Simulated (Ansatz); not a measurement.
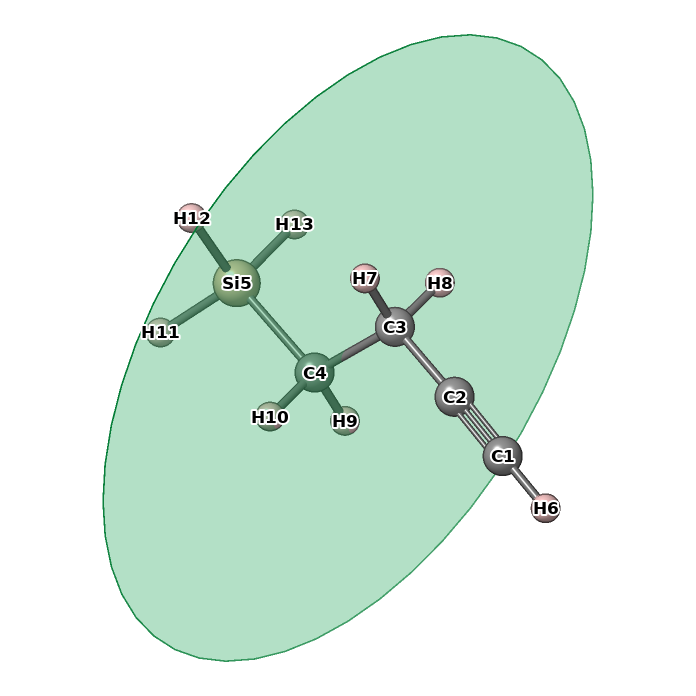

A disc through the centre of mass is drawn in. Distant atoms are faded towards the background colour. Computed geometry: PBE0-D4/def2-TZVP optimisation. No frequency run is at hand to confirm it as a minimum.

> Is the plane of the disc a mirror plane of the structure?

No. The point group is Cs, with 1 mirror plane, and this plane isn't one of its mirror planes.
